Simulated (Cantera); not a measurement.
A closed system holds: 1 mol TEOS, 1.3 mol O₃, held at 170 Pa.

Cantera equilibrium calculation (NASA polynomials, part measured and part estimated; ideal gas, pure solids and liquids). Candidate condensed phases: C, C₆H₆, C₇H₈, C₈H₁₈, H₂O, Si, SiC, SiO₂; 123 gas species. The feed counts by its element totals alone. Mutual solubility and eutectic melting of coexisting phases are not modelled. The tables hold silica as quartz up to 1696 K and as liquid above; real silica turns to tridymite and cristobalite and melts near 1996 K. Rates play no part.

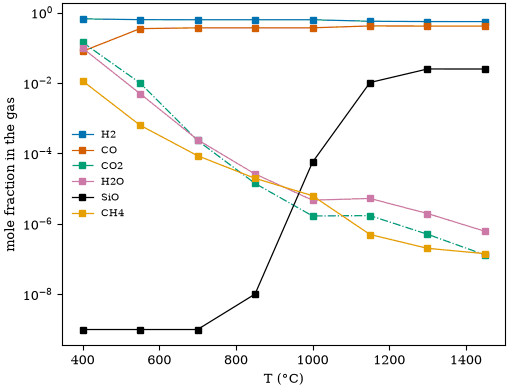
Fig. 1. Equilibrium gas composition (values under 1e-9 drawn at 1e-9)

From 400 °C to 550 °C the condensed part is C(graphite) + SiO₂(α-quartz). From 700 °C to 1000 °C the condensed part is C(graphite) + SiO₂(β-quartz). At 1150 °C the condensed part is SiC(s) + SiO₂(β-quartz). From 1300 °C to 1450 °C the condensed part is SiC(s).
